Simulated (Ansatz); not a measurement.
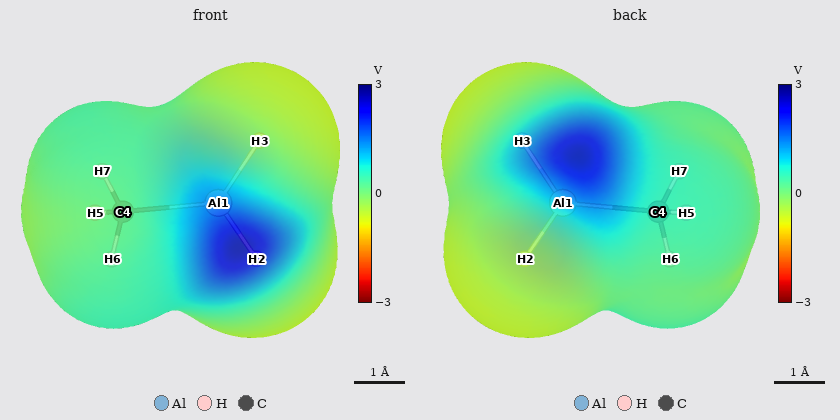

Figure. CH5Al. The molecular electrostatic potential painted on the density surface at 0.001 e/bohr³, seen from the front and from behind; the colour scale runs from red (negative) to blue (positive).

Level of theory: RKS CAM-B3LYP/def2-SVP (Ansatz 0.2.0).

| atom | x (Å) | y (Å) | z (Å) |
| --- | --- | --- | --- |
| Al | 0.2270 | 0.0016 | 0.1180 |
| H | 0.2170 | -0.0016 | 1.7043 |
| H | 1.6236 | -0.0014 | -0.6335 |
| C | -1.4599 | 0.0028 | -0.8605 |
| H | -2.0455 | -0.9042 | -0.6287 |
| H | -2.0930 | 0.8541 | -0.5563 |
| H | -1.3356 | 0.0487 | -1.9529 |

Question: Which sites attract a positive test charge, and which a negative one?

Answer: A positive charge is drawn to the negative regions and a negative charge to the positive ones. The most negative region (about −0.6 V) lies over H2 and H3, the most positive (about +2.5 V) over Al1.
